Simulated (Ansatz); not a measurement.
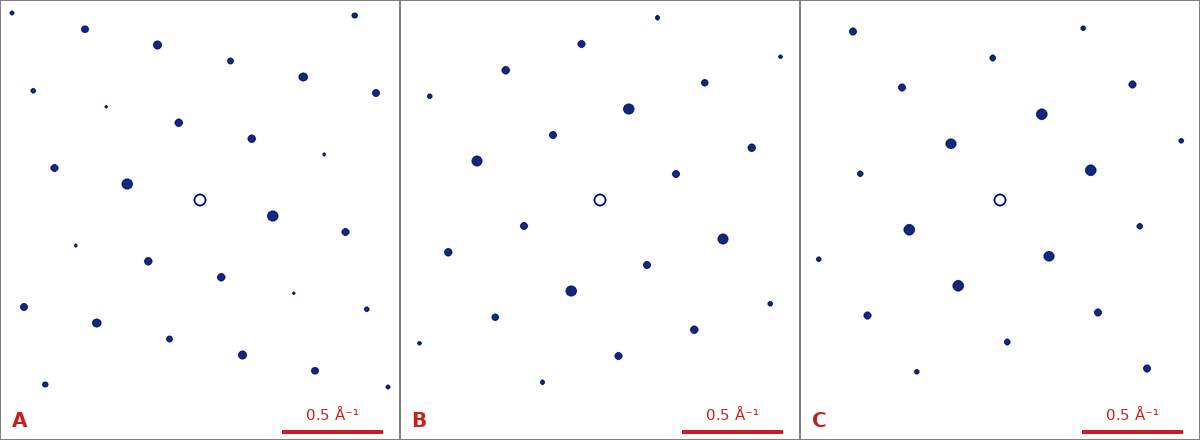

The patterns are kinematic simulations for 200 kV electrons (no multiple scattering; isotropic B = 0.5 Å²).

All three come from Ta₂AsN, space group P-6m2 (No. 187), a = 3.099 Å, c = 6.704 Å (hexagonal axes). Structure: the end point of a relaxation with DFT PBE, scalar-relativistic, plane waves, PAW (Ansatz); the starting structure was generated, so it need not be a known form of this composition.

```
Ta As N
1.0
     3.09918    0.00000    0.00000
    -1.54959    2.68397    0.00000
     0.00000    0.00000    6.70430
Ta As N
2 1 1
Direct
  0.66667 0.33333 0.71284
  0.66667 0.33333 0.28716
  0.00000 0.00000 0.00000
  0.33333 0.66667 0.50000
```

Assign the zone axes [101], [201], [211] to A, B and C.

Answer. A is [101]: centred rectangular net of 0 1 0 at d = 2.68 Å and 1 0 -1 at d = 2.49 Å, at 62.3°. B is [211]: centred rectangular net of 0 1 -1 at d = 2.49 Å and -1 1 1 at d = 2.49 Å, at 73.0°. C is [201]: centred rectangular net of 0 1 0 at d = 2.68 Å and 1 0 -2 at d = 2.10 Å, at 67.0°.
